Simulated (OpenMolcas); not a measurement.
## Exact exchange and the vertical ionisation energy of CH3BClFO

CH3BClFO: 8 atoms, total charge 0, spin state singlet. SMILES: `OC(F)BCl`. Geometry: relaxed at PBE0-D4/def2-TZVP. This is one conformer, not always the lowest.

The vertical ionisation energy (to the doublet cation) y, in eV, basis def2-SVP; a is the functional's share of exact exchange. Programs: OpenMolcas 26.06.

```
functional     program     a  y (eV)
       PBE  OpenMolcas     0   10.17
      TPSS  OpenMolcas     0   10.33
     B3LYP  OpenMolcas   0.2   10.74
      PBE0  OpenMolcas  0.25       ?
     BHLYP  OpenMolcas   0.5   11.26
```

Fit y = c + s·a to the known rows and predict PBE0.


1. Means of the 4 rows: a = 0.1750, y = 10.625.
2. Σ(Δa)² = 0.1675, Σ(Δa·Δy) = 0.3405, so the slope is 0.3405/0.1675 = 2.0328.
3. Intercept: 10.625 − (2.0328) × 0.1750 = 10.269. The largest residual of the fit is 0.099.
4. PBE0: 10.269 + (2.0328) × 0.25 = 10.78 eV.

The run gave 10.82 eV, so the prediction is off by -0.04 eV, within the largest residual. The rows mix families of semi-local functionals, which the line can't see.

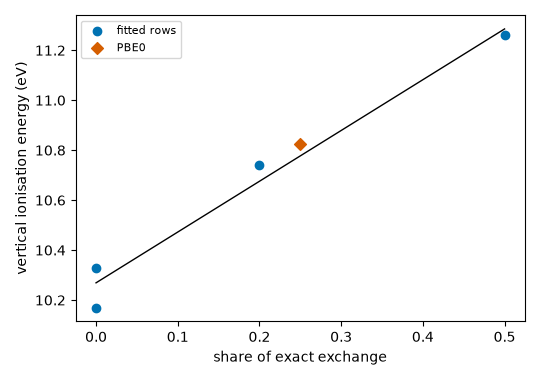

The fitted line, with the withheld row.
